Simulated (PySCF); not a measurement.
# C₃H₇AlN₂: NMR shifts at several levels of theory, part 2 of 2

PySCF 2.14.0. Atoms count from 0. Earlier steps stand in the parts before.

## Step 8: Shielding tensors: CAM-B3LYP/pcSseg-1

What the job is given:

```
{"job": {"kind": "nmr", "xc": "CAM-B3LYP", "basis": "pcSseg-1", "pop": false}, "charge": 0, "multiplicity": 1}
C     -3.308999     0.202619    -0.529496
N     -2.098767    -0.091730    -0.405052
Al    -0.842356    -1.351524    -0.789059
N      0.825402    -0.305194    -0.231278
C      1.764361     0.281211     0.083386
C      2.938568     1.023910     0.481473
H     -3.734499     1.148093    -0.117990
H     -4.071246    -0.427279    -1.049083
H     -0.455920    -1.584926    -2.326788
H     -0.728555    -2.554961     0.259368
H      3.445092     1.425471    -0.407718
H      2.643973     1.855713     1.137151
H      3.629983     0.363674     1.024535
```

Level: GIAO CAM-B3LYP/pcSseg-1 NMR shielding, non-relativistic, gas phase.

Standard output:

```text
coarse grid: 11352 points
cycle   1  E = -470.1538075399  dE =  4.659e-01  |g| = 6.563e-01  |ddm| = 3.128e+00
cycle   2  E = -469.9877607484  dE =  1.660e-01  |g| = 1.146e+00  |ddm| = 1.215e+00
cycle   3  E = -470.2641409629  dE = -2.764e-01  |g| = 7.955e-02  |ddm| = 7.574e-01
cycle   4  E = -470.2644567857  dE = -3.158e-04  |g| = 7.527e-02  |ddm| = 9.722e-02
cycle   5  E = -470.2655840223  dE = -1.127e-03  |g| = 1.423e-02  |ddm| = 4.579e-02
cycle   6  E = -470.2656263751  dE = -4.235e-05  |g| = 2.808e-03  |ddm| = 1.092e-02
cycle   7  E = -470.2656290296  dE = -2.654e-06  |g| = 9.456e-04  |ddm| = 4.553e-03
final grid: 105104 points
cycle   8  E = -470.3088329692  dE = -1.496e-05  |g| = 3.234e-03  |ddm| = 1.006e-02
cycle   9  E = -470.3088331119  dE = -1.427e-07  |g| = 3.264e-03  |ddm| = 4.568e-03
cycle  10  E = -470.3088353864  dE = -2.274e-06  |g| = 8.515e-04  |ddm| = 2.260e-03
cycle  11  E = -470.3088355280  dE = -1.416e-07  |g| = 1.770e-04  |ddm| = 4.701e-04
cycle  12  E = -470.3088355330  dE = -5.053e-09  |g| = 8.005e-05  |ddm| = 1.574e-04
cycle  13  E = -470.3088355344  dE = -1.313e-09  |g| = 1.719e-05  |ddm| = 5.308e-05
cycle  14  E = -470.3088355344  dE = -7.685e-11  |g| = 4.382e-06  |ddm| = 1.654e-05
converged SCF energy = -470.3088355344

GIAO shielding tensors (ppm)
atom      isotropic    diamagn.    paramagn.     s11        s22        s33       span
  0 C       14.305     247.870    -233.566    -88.362     12.710    118.566    206.929
  1 N     -232.923     332.478    -565.402   -746.685   -224.595    272.511   1019.196
  2 Al     447.007     795.264    -348.257    424.666    444.131    472.224     47.559
  3 N       16.843     337.194    -320.350   -137.125   -136.385    324.040    461.166
  4 C       57.618     269.870    -212.253    -50.916    -46.798    270.567    321.483
  5 C      182.156     248.645     -66.489    174.372    174.717    197.379     23.007
  6 H       22.329      29.435      -7.106     21.050     22.455     23.483      2.432
  7 H       22.258      26.753      -4.494     20.565     21.184     25.027      4.462
  8 H       27.357      29.340      -1.983     24.549     26.298     31.223      6.674
  9 H       27.341      29.554      -2.214     24.572     26.281     31.169      6.598
 10 H       29.122      26.127       2.995     24.517     26.910     35.938     11.421
 11 H       29.053      28.258       0.795     24.359     26.922     35.878     11.519
 12 H       29.116      25.842       3.274     24.481     26.946     35.922     11.441
```

Wall time 14 s (1 thread of Arm Neoverse V2, shared host); peak memory 0.8 GiB.

Key values: δ C0 168.1, C4 124.8, C5 0.3, N1 500.2, H7 9.07, H6 9.00 ppm.

## Step 9: Shielding tensors: wB97X-D/pcSseg-1

The job, as its differences from that of step 8:

```diff
@@ -1,2 +1,2 @@
-{"job": {"kind": "nmr", "xc": "CAM-B3LYP", "basis": "pcSseg-1", "pop": false}, "charge": 0, "multiplicity": 1}
+{"job": {"kind": "nmr", "xc": "wB97X-D", "basis": "pcSseg-1", "pop": false}, "charge": 0, "multiplicity": 1}
 C     -3.308999     0.202619    -0.529496
```

With the program's defaults for keys left out, this is: GIAO wB97X-D/pcSseg-1 NMR shielding, non-relativistic, gas phase.

Standard output:

```text
coarse grid: 11352 points
cycle   1  E = -470.1691566897  dE =  4.806e-01  |g| = 6.739e-01  |ddm| = 3.109e+00
cycle   2  E = -470.0570019929  dE =  1.122e-01  |g| = 1.052e+00  |ddm| = 1.113e+00
cycle   3  E = -470.2883677298  dE = -2.314e-01  |g| = 7.354e-02  |ddm| = 6.483e-01
cycle   4  E = -470.2887979578  dE = -4.302e-04  |g| = 6.872e-02  |ddm| = 9.278e-02
cycle   5  E = -470.2897612636  dE = -9.633e-04  |g| = 1.171e-02  |ddm| = 4.393e-02
cycle   6  E = -470.2897931098  dE = -3.185e-05  |g| = 2.630e-03  |ddm| = 1.153e-02
cycle   7  E = -470.2897960943  dE = -2.984e-06  |g| = 8.582e-04  |ddm| = 5.443e-03
final grid: 105104 points
cycle   8  E = -470.3277543243  dE = -1.125e-04  |g| = 6.349e-03  |ddm| = 3.266e-02
cycle   9  E = -470.3277491458  dE =  5.179e-06  |g| = 8.399e-03  |ddm| = 1.039e-02
cycle  10  E = -470.3277631015  dE = -1.396e-05  |g| = 1.120e-03  |ddm| = 4.660e-03
cycle  11  E = -470.3277633523  dE = -2.507e-07  |g| = 4.615e-04  |ddm| = 1.170e-03
cycle  12  E = -470.3277634011  dE = -4.884e-08  |g| = 2.034e-04  |ddm| = 6.737e-04
cycle  13  E = -470.3277634109  dE = -9.798e-09  |g| = 4.221e-05  |ddm| = 1.934e-04
cycle  14  E = -470.3277634117  dE = -8.123e-10  |g| = 1.102e-05  |ddm| = 1.253e-04
converged SCF energy = -470.3277634117

GIAO shielding tensors (ppm)
atom      isotropic    diamagn.    paramagn.     s11        s22        s33       span
  0 C       17.132     248.492    -231.360    -83.873     14.979    120.290    204.164
  1 N     -217.661     332.547    -550.208   -712.866   -216.210    276.092    988.958
  2 Al     454.902     795.320    -340.419    432.270    451.800    480.635     48.366
  3 N       19.469     337.639    -318.170   -133.233   -132.559    324.200    457.433
  4 C       59.988     270.398    -210.410    -47.450    -43.393    270.805    318.255
  5 C      182.562     248.975     -66.412    174.714    175.052    197.921     23.207
  6 H       22.359      29.411      -7.052     21.194     22.418     23.466      2.272
  7 H       22.290      26.756      -4.466     20.691     21.086     25.094      4.403
  8 H       27.387      29.415      -2.028     24.582     26.324     31.255      6.673
  9 H       27.374      29.635      -2.261     24.614     26.311     31.199      6.585
 10 H       29.163      26.130       3.033     24.577     26.924     35.988     11.411
 11 H       29.094      28.157       0.937     24.412     26.934     35.937     11.525
 12 H       29.158      25.859       3.299     24.539     26.961     35.973     11.434
```

Run time: 13 s. Hardware: 1 thread of Arm Neoverse V2, shared host; peak memory 0.76 GiB.

This run: δ C0 167.4, C4 124.6, C5 2.0, N1 481.6, H7 9.09, H6 9.02 ppm.

## Step 10: Shielding tensors: LC-wPBE/pcSseg-1

The job, as its differences from that of step 9:

```diff
@@ -1,2 +1,2 @@
-{"job": {"kind": "nmr", "xc": "wB97X-D", "basis": "pcSseg-1", "pop": false}, "charge": 0, "multiplicity": 1}
+{"job": {"kind": "nmr", "xc": "LC-wPBE", "basis": "pcSseg-1", "pop": false}, "charge": 0, "multiplicity": 1}
 C     -3.308999     0.202619    -0.529496
```

With the program's defaults for keys left out, this is: GIAO LC-wPBE/pcSseg-1 NMR shielding, non-relativistic, gas phase.

Standard output:

```text
coarse grid: 11352 points
cycle   1  E = -470.0042222128  dE =  5.064e-01  |g| = 6.934e-01  |ddm| = 3.093e+00
cycle   2  E = -469.9463583344  dE =  5.786e-02  |g| = 9.678e-01  |ddm| = 9.881e-01
cycle   3  E = -470.1327101727  dE = -1.864e-01  |g| = 7.155e-02  |ddm| = 5.548e-01
cycle   4  E = -470.1334769727  dE = -7.668e-04  |g| = 6.337e-02  |ddm| = 1.006e-01
cycle   5  E = -470.1342856441  dE = -8.087e-04  |g| = 1.208e-02  |ddm| = 4.313e-02
cycle   6  E = -470.1343238879  dE = -3.824e-05  |g| = 2.665e-03  |ddm| = 1.370e-02
cycle   7  E = -470.1343279641  dE = -4.076e-06  |g| = 9.662e-04  |ddm| = 6.662e-03
final grid: 105104 points
cycle   8  E = -470.1762644220  dE = -3.261e-05  |g| = 5.016e-03  |ddm| = 2.416e-02
cycle   9  E = -470.1762665888  dE = -2.167e-06  |g| = 3.884e-03  |ddm| = 5.540e-03
cycle  10  E = -470.1762688518  dE = -2.263e-06  |g| = 8.762e-04  |ddm| = 2.492e-03
cycle  11  E = -470.1762688642  dE = -1.243e-08  |g| = 2.229e-04  |ddm| = 6.402e-04
cycle  12  E = -470.1762690120  dE = -1.477e-07  |g| = 1.141e-04  |ddm| = 2.344e-04
cycle  13  E = -470.1762690147  dE = -2.727e-09  |g| = 2.606e-05  |ddm| = 7.633e-05
cycle  14  E = -470.1762690150  dE = -2.979e-10  |g| = 8.818e-06  |ddm| = 3.864e-05
converged SCF energy = -470.1762690150

GIAO shielding tensors (ppm)
atom      isotropic    diamagn.    paramagn.     s11        s22        s33       span
  0 C       16.347     248.239    -231.891    -87.802      9.121    127.722    215.523
  1 N     -221.353     332.184    -553.537   -735.098   -214.841    285.881   1020.978
  2 Al     451.104     795.395    -344.291    430.088    447.914    475.310     45.222
  3 N       22.522     337.700    -315.177   -129.844   -128.527    325.938    455.782
  4 C       60.637     270.289    -209.652    -48.155    -43.912    273.977    322.132
  5 C      186.695     248.593     -61.897    179.126    179.419    201.540     22.414
  6 H       22.360      29.398      -7.038     21.322     22.521     23.237      1.915
  7 H       22.366      26.844      -4.478     20.945     21.252     24.901      3.956
  8 H       27.399      29.394      -1.995     24.583     26.360     31.252      6.669
  9 H       27.371      29.593      -2.222     24.602     26.332     31.180      6.578
 10 H       29.138      26.066       3.071     24.463     26.787     36.162     11.699
 11 H       29.071      27.981       1.090     24.290     26.793     36.129     11.839
 12 H       29.132      25.810       3.322     24.423     26.825     36.147     11.724
```

Wall time 18 s (1 thread of Arm Neoverse V2, shared host); peak memory 0.77 GiB.

In short: δ C0 172.2, C4 127.9, C5 1.9, N1 489.1, H6 8.97, H7 8.96 ppm.

## Step 11: Shielding tensors: PBE0/6-31G

The job, as its differences from that of step 10:

```diff
@@ -1,2 +1,2 @@
-{"job": {"kind": "nmr", "xc": "LC-wPBE", "basis": "pcSseg-1", "pop": false}, "charge": 0, "multiplicity": 1}
+{"job": {"kind": "nmr", "xc": "PBE0", "basis": "6-31G", "pop": true}, "charge": 0, "multiplicity": 1}
 C     -3.308999     0.202619    -0.529496
```

Method: GIAO PBE0/6-31G NMR shielding, non-relativistic, gas phase.

Standard output:

```text
coarse grid: 11352 points
cycle   1  E = -469.9099906429  dE =  5.187e-01  |g| = 5.929e-01  |ddm| = 3.375e+00
cycle   2  E = -469.5848283117  dE =  3.252e-01  |g| = 1.334e+00  |ddm| = 1.846e+00
cycle   3  E = -470.0017970359  dE = -4.170e-01  |g| = 1.072e-01  |ddm| = 1.268e+00
cycle   4  E = -470.0031932609  dE = -1.396e-03  |g| = 7.923e-02  |ddm| = 1.392e-01
cycle   5  E = -470.0044781901  dE = -1.285e-03  |g| = 2.416e-02  |ddm| = 6.860e-02
cycle   6  E = -470.0046167937  dE = -1.386e-04  |g| = 2.486e-03  |ddm| = 1.966e-02
cycle   7  E = -470.0046189730  dE = -2.179e-06  |g| = 6.099e-04  |ddm| = 4.352e-03
final grid: 105104 points
cycle   8  E = -469.9485315742  dE = -1.272e-05  |g| = 5.610e-03  |ddm| = 1.502e-02
cycle   9  E = -469.9485295310  dE =  2.043e-06  |g| = 6.440e-03  |ddm| = 1.315e-02
cycle  10  E = -469.9485398089  dE = -1.028e-05  |g| = 1.638e-03  |ddm| = 7.569e-03
cycle  11  E = -469.9485404242  dE = -6.152e-07  |g| = 1.796e-04  |ddm| = 1.310e-03
cycle  12  E = -469.9485404306  dE = -6.404e-09  |g| = 8.998e-05  |ddm| = 2.299e-04
cycle  13  E = -469.9485404317  dE = -1.111e-09  |g| = 5.811e-05  |ddm| = 9.994e-05
cycle  14  E = -469.9485404325  dE = -7.875e-10  |g| = 4.923e-06  |ddm| = 4.546e-05
converged SCF energy = -469.9485404325

GIAO shielding tensors (ppm)
atom      isotropic    diamagn.    paramagn.     s11        s22        s33       span
  0 C       45.337     252.732    -207.395    -43.668     37.042    142.635    186.303
  1 N     -175.628     331.839    -507.467   -632.057   -163.086    268.260    900.316
  2 Al     496.564     794.879    -298.315    479.863    494.043    515.786     35.923
  3 N       49.807     335.992    -286.184    -88.955    -87.122    325.498    414.453
  4 C       87.542     271.215    -183.673     -6.590     -2.203    271.419    278.008
  5 C      196.684     248.317     -51.633    187.660    188.056    214.336     26.677
  6 H       22.892      29.723      -6.831     22.032     22.254     24.388      2.356
  7 H       22.670      27.285      -4.615     20.794     21.821     25.394      4.601
  8 H       27.549      29.145      -1.596     24.411     26.550     31.686      7.276
  9 H       27.553      29.229      -1.675     24.547     26.471     31.642      7.095
 10 H       30.295      27.133       3.162     25.566     28.292     37.027     11.460
 11 H       30.216      28.076       2.140     25.276     28.392     36.979     11.703
 12 H       30.289      26.999       3.290     25.469     28.328     37.070     11.601
```

Wall time 6.2 s (1 thread of Arm Neoverse V2, shared host); peak memory 0.44 GiB.

In short: δ C0 154.2, C4 112.0, C5 2.9, N1 436.3, H7 9.94, H6 9.72 ppm.

## Step 12: Nuclear shieldings: PBE0/STO-3G

The job, as its differences from that of step 11:

```diff
@@ -1,2 +1,2 @@
-{"job": {"kind": "nmr", "xc": "PBE0", "basis": "6-31G", "pop": true}, "charge": 0, "multiplicity": 1}
+{"job": {"kind": "nmr", "xc": "PBE0", "basis": "STO-3G", "pop": true}, "charge": 0, "multiplicity": 1}
 C     -3.308999     0.202619    -0.529496
```

With the program's defaults for keys left out, this is: GIAO PBE0/STO-3G NMR shielding, non-relativistic, gas phase.

Standard output:

```text
coarse grid: 11352 points
cycle   1  E = -464.0963797316  dE =  5.851e-01  |g| = 8.113e-01  |ddm| = 4.610e+00
cycle   2  E = -463.4049761362  dE =  6.914e-01  |g| = 1.756e+00  |ddm| = 2.921e+00
cycle   3  E = -464.3038364888  dE = -8.989e-01  |g| = 7.005e-02  |ddm| = 2.169e+00
cycle   4  E = -464.3049341152  dE = -1.098e-03  |g| = 5.870e-02  |ddm| = 1.679e-01
cycle   5  E = -464.3056159137  dE = -6.818e-04  |g| = 2.889e-02  |ddm| = 8.282e-02
cycle   6  E = -464.3058527961  dE = -2.369e-04  |g| = 3.132e-03  |ddm| = 3.400e-02
cycle   7  E = -464.3058557400  dE = -2.944e-06  |g| = 1.108e-03  |ddm| = 5.594e-03
final grid: 105104 points
cycle   8  E = -464.2813813128  dE = -5.739e-06  |g| = 2.755e-03  |ddm| = 1.132e-02
cycle   9  E = -464.2813805406  dE =  7.723e-07  |g| = 3.417e-03  |ddm| = 7.311e-03
cycle  10  E = -464.2813833290  dE = -2.788e-06  |g| = 1.309e-03  |ddm| = 4.351e-03
cycle  11  E = -464.2813837676  dE = -4.386e-07  |g| = 1.723e-04  |ddm| = 1.303e-03
cycle  12  E = -464.2813837749  dE = -7.304e-09  |g| = 5.023e-05  |ddm| = 2.180e-04
cycle  13  E = -464.2813837756  dE = -7.450e-10  |g| = 8.993e-06  |ddm| = 6.982e-05
converged SCF energy = -464.2813837756

GIAO shielding tensors (ppm)
atom      isotropic    diamagn.    paramagn.     s11        s22        s33       span
  0 C      126.015     253.420    -127.405     31.310    158.065    188.669    157.359
  1 N      -75.592     327.358    -402.951   -591.363    -22.650    387.237    978.601
  2 Al     461.884     782.041    -320.157    430.083    470.103    485.466     55.383
  3 N      129.892     325.560    -195.668     30.304     35.766    323.607    293.303
  4 C      142.045     267.627    -125.582     74.177     75.118    276.839    202.662
  5 C      220.280     244.895     -24.615    212.640    212.834    235.365     22.724
  6 H       25.072      31.217      -6.145     23.569     25.706     25.940      2.371
  7 H       25.549      28.831      -3.283     21.701     26.210     28.735      7.033
  8 H       30.915      31.623      -0.709     27.990     29.778     34.977      6.986
  9 H       30.923      31.899      -0.976     28.118     29.722     34.928      6.809
 10 H       30.329      28.095       2.234     25.434     27.600     37.953     12.518
 11 H       30.267      29.414       0.853     25.062     27.747     37.991     12.929
 12 H       30.322      27.912       2.410     25.311     27.641     38.014     12.702
```

It took 3.2 s on 1 thread of Arm Neoverse V2, shared host; peak memory 0.42 GiB.

Key values: δ C0 108.7, C4 92.6, C5 14.4, N1 370.3, H6 7.53, H7 7.06 ppm.

## Step 13: Run by run: NMR shifts

Shifts (ppm) of some atoms, chosen among heavy atoms and hydrogens apart, means over like atoms, with basis size and wall time:

```csv
run,C0,C4,H7,H8,N1,N3,Al2,functions,time
PBE0/pcSseg-1,167.2,123.8,9.26,4.12,481.8,245.4,37.8,144,9.9 s
mPW1PW91/pcSseg-1,166.8,123.6,9.21,4.06,479.0,244.8,36.0,144,10 s
WP04/pcSseg-1,161.8,119.6,8.68,3.16,452.7,232.5,21.0,144,11 s
B97-2/pcSseg-1,162.9,121.1,9.19,3.95,462.4,237.9,34.5,144,9.9 s
BHandHLYP/pcSseg-1,164.3,125.7,8.86,3.84,497.1,249.1,32.6,144,9.7 s
CAM-B3LYP/pcSseg-1,168.1,124.8,9.07,3.98,500.2,250.4,38.8,144,14 s
wB97X-D/pcSseg-1,167.4,124.6,9.09,4.00,481.6,244.5,37.3,144,13 s
LC-wPBE/pcSseg-1,172.2,127.9,8.96,3.94,489.1,245.2,38.4,144,18 s
PBE0/6-31G,154.2,112.0,9.94,5.06,436.3,210.9,46.0,72,6.2 s
PBE0/STO-3G,108.7,92.6,7.06,1.69,370.3,164.8,13.1,41,3.2 s
```

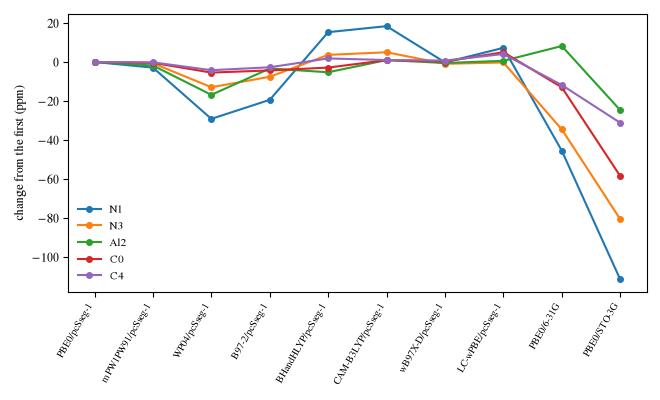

How five of the tabulated atoms move from run to run.

## Step 14: What came out

The summary covers parts 1 to 2.

| quantity | value |
| --- | --- |
| point group | C1 |
| rotational constants (main isotopes) | 6.87, 1.11, 0.98 GHz |
| ¹³C shifts against TMS (PBE0/pcSseg-1) | 167.2, 123.8, 1.4 ppm |
| ¹H shifts against TMS (PBE0/pcSseg-1, means over atoms taken as alike) | 9.26, 9.17, 4.12, 2.26 ppm |
| ¹⁵N shifts against NH3 (PBE0/pcSseg-1) | 481.8, 245.4 ppm |
| ²⁷Al shifts against AlH4- (PBE0/pcSseg-1) | 37.8 ppm |
| range of the shift of N1 (minimal bases aside) | 436.3 to 500.2 ppm |
| property runs in this session | 10, of which 0 failed and 1 gave unsound results |

What this shows: Single values in the summary come from the first sound run of each kind (PBE0/pcSseg-1), which need not be the best level. The start of the PBE0/def2-SVP relaxation was shaken at random by about 0.01 Å, so part of the energy gained, and of the first lengths quoted, undoes that. Relaxing lowered the energy by 0.500 eV in 15 steps; the close pair that moved most is Al2–H8, from 1.522 to 1.603 Å. No frequency check was run at this level, so the end point may be a saddle. At PBE0/pcSseg-1: The widest tensor belongs to N1: span 974 ppm, with a paramagnetic part of -548 ppm. Leaving out the minimal-basis runs, which are unusable for shieldings: In ppm, N1 moves most: its shift spreads over 63.9 ppm, from 436.3 (PBE0/6-31G) to 500.2 (CAM-B3LYP/pcSseg-1).
